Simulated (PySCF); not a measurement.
# H6O6Pr ([Pr(OH)6]2-): the cost of one run

Programs: PySCF 2.14.0, with routines of our own; each step states its level. All values are computed. Atoms count from 0.

### Step 1. The starting structure

13 atoms, charge -2, states of the metal's open shell are computed; geometry from: model geometry, bond lengths from ionic radii.

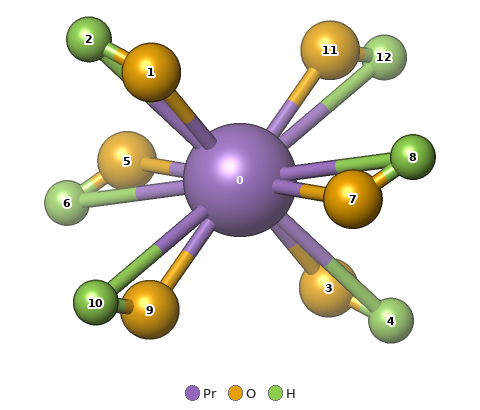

The starting geometry (praseodymium purple, oxygen amber, hydrogen green); sticks join atoms by distance alone.

### Step 2. Ligand-field states: state-averaged CASSCF in water

What the job is given:

```
{"job": {"kind": "lf", "basis": {"metal": "x2c-TZVPall", "ligand": "x2c-SVPall"}, "nevpt": true, "solvent": "water"}, "charge": -2, "metal": "Pr", "open_shell": "f1"}
Pr     0.000000     0.000000     0.000000
O      0.000000     0.000000     2.220000
H      0.800000     0.000000     2.760000
O      0.000000     0.000000    -2.220000
H     -0.800000     0.000000    -2.760000
O      2.220000     0.000000     0.000000
H      2.760000     0.800000     0.000000
O     -2.220000     0.000000     0.000000
H     -2.760000    -0.800000     0.000000
O      0.000000     2.220000     0.000000
H      0.000000     2.760000     0.800000
O     -0.000000    -2.220000     0.000000
H     -0.000000    -2.760000    -0.800000
```

Level: state-averaged CASSCF of the metal f shell, SC-NEVPT2 on the averaged canonical orbitals, state-interaction spin-orbit coupling.

On the command line:

```sh
$ OMP_NUM_THREADS=1 python lf_run.py task.json out
```

This one command runs all jobs of the session in turn.

**Question.** How long does this first job take on 1 thread of AMD EPYC 7R43, shared host, and how much memory does it need?

About 37 s, with a peak of 0.64 GiB.
